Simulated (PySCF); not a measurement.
AlI3, SMILES `I[Al](I)I`.

Method: PBE/def2-TZVP; geometry: GFN2-xTB; program: PySCF. Core potentials replace the inner electrons of I; spin–orbit coupling isn't included. No frequency check shows the geometry to be a minimum. GFN2-xTB bond lengths at metals and heavier atoms can be off by up to 0.1 Å and shapes distorted, which carries into these values.

Cartesian coordinates (Å):

```
I1      -1.8281   -1.7232    0.0000
Al2     -0.0007    0.0000    0.0000
I3      -0.5781    2.4449    0.0000
I4       2.4065   -0.7217    0.0000
```

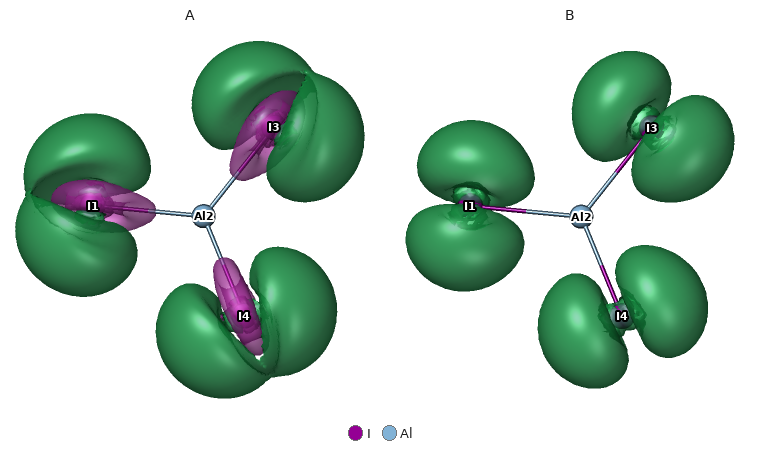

The Fukui function f⁻ from two separate SCF calculations and the density of the HOMO, at ±0.006 e/Å³ (green positive, purple negative).

**Which panel is which, and how good is the frozen-orbital picture?**

A is f⁻ (it has negative regions), B the HOMO density. The HOMO lies on I1, I3 and I4 (32 % each); f⁻ (Hirshfeld-condensed) is largest on I1, I3 and I4 (0.31 each); the vertical ionisation energy is 8.94 eV (the stability of the cation's solution wasn't checked). Relaxation shifts 4 % of the electron between atoms. The orbital energy is −6.64 eV.
